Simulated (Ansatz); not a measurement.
Relaxed NaCl (rock salt):

```xyz
4
Lattice="0.0000 5.6955 5.6955 2.8478 2.8478 5.6955 2.8478 2.8478 0.0000" Properties=species:S:1:pos:R:3 pbc="T T T"
Cl     0.0000     0.0000     0.0000
Cl     2.8478     5.6955     8.5433
Na     2.8478     8.5433     8.5433
Na     2.8478     5.6955     5.6955
```

A phonon eigenvector at X = (0.5, 0.5, 0.0) is frozen into this cell: atom i moves by Q times the vector below, so Q is the largest atomic displacement, in Å. The cell is held. (q is in reciprocal vectors of the primitive cell; the cell shown is doubled to hold the pattern.)

```
atom      x      y       z
----  -----  -----  ------
Cl1   0.000  0.000   1.000
Cl2   0.000  0.000  -1.000
Na3   0.000  0.000  -0.975
Na4   0.000  0.000   0.975
```

All values below come from PBE (plane waves to 420 eV, PAW, scalar-relativistic; Ansatz, a program for electronic structure). k mesh 10×10×10 (Γ-centred), Fermi-Dirac smearing 0.05 eV. The energy includes the smearing's −TS. NaCl was relaxed with its symmetry unable to fall. ΔE is measured from the undisplaced structure.

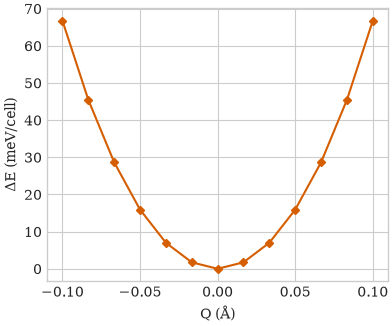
ΔE (meV/cell) against Q (Å); computed points joined by lines.

Problem. What is the energy change at Q = 0.100 Å?

Solution. About 67 meV/cell.

Problem. What harmonic wavenumber does the curvature at Q = 0 give?

Solution. About 170 cm⁻¹.

(A displaced cell: forces are minus the slopes of the energy, force constants its curvatures, and phonons follow from these.)
